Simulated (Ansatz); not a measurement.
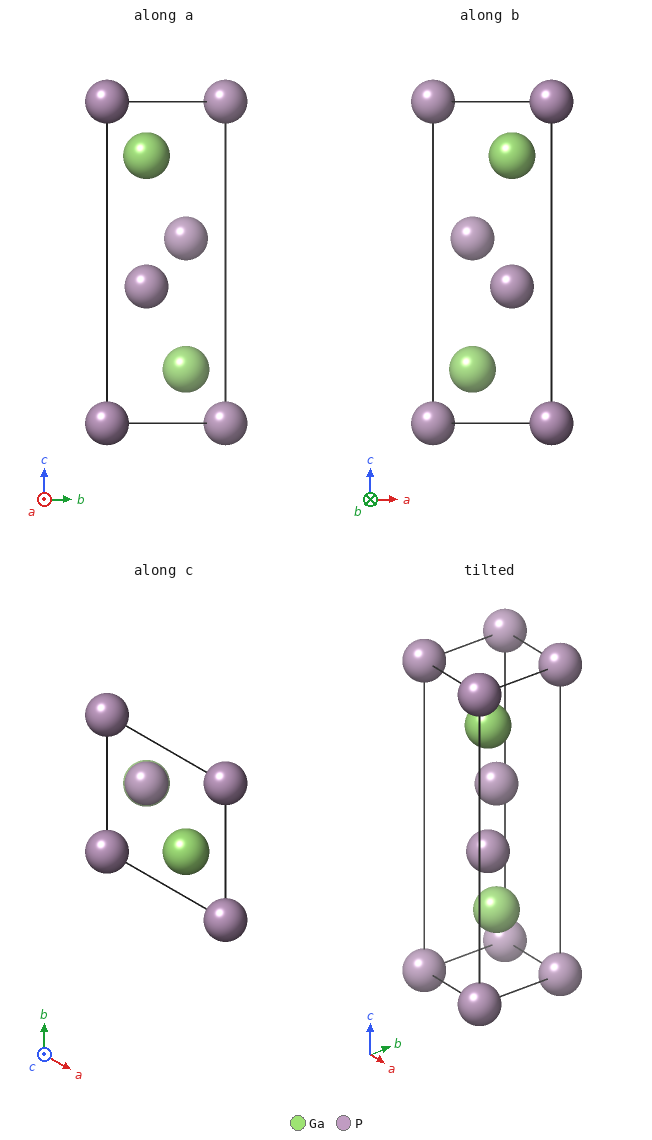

The structure above is drawn in spheres-only style and viewed along the a axis, along the b axis, along the c axis and slightly off an axis. One conventional unit cell is outlined, and atoms on its boundary appear in each equivalent place.

Lattice parameters: a = 3.561 Å, b = 3.561 Å, c = 8.374 Å, α = 90.00°, β = 90.00°, γ = 120.00°.

> Express the structure as a table of Wyckoff sites, with free fractional coordinates to two decimals.

Space group P-3m1 (No. 164).
```json
{"atom": "Ga", "site": "2d", "x": "0.3333", "y": "0.6667", "z": "0.17"}
{"atom": "P", "site": "1a", "x": "0.00", "y": "0.00", "z": "0.00"}
{"atom": "P", "site": "2d", "x": "0.3333", "y": "0.6667", "z": "0.57"}
```

The cell started as a textbook structure type filled with these elements (whether it is the usual form wasn't checked). The final geometry of a relaxation with Ansatz, DFT PBE, scalar-relativistic, plane waves, PAW is shown.
